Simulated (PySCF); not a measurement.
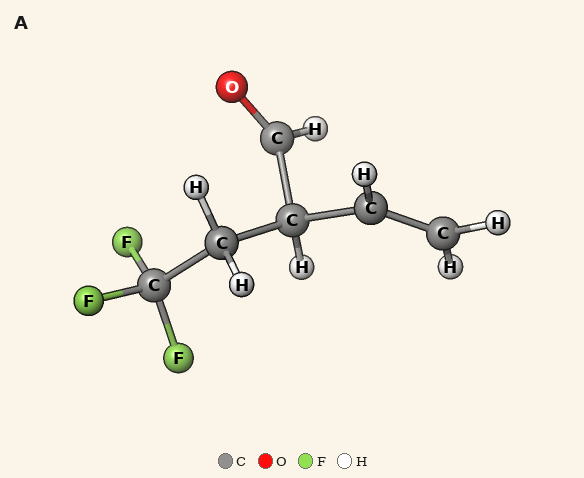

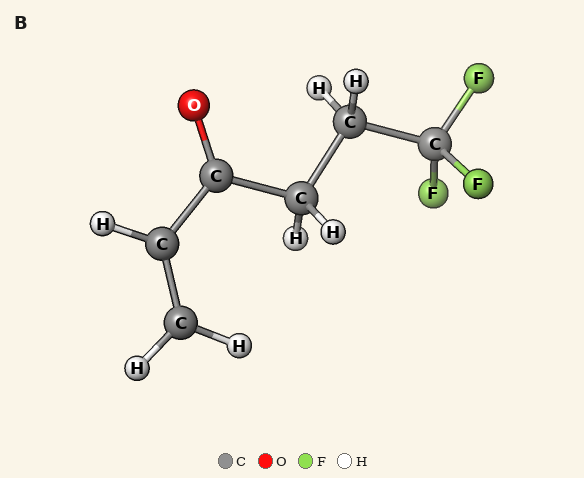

2 stationary structures of one formula. Geometries: GFN2-xTB. Electronic energies: PBE0/pcSseg-1 (PySCF 2.14.0), without zero-point energy. No frequency run is at hand to confirm each as a minimum. Each is one conformer, not always the lowest.

### Are they conformers, stereoisomers or constitutional isomers?

They are constitutional isomers of C6H7F3O: A `C=C[C@H](C=O)CC(F)(F)F`, B `C=CC(=O)CCC(F)(F)F`.

### Rank them by energy, lowest first.

B is lowest; A lies 41.0 kJ/mol above it.
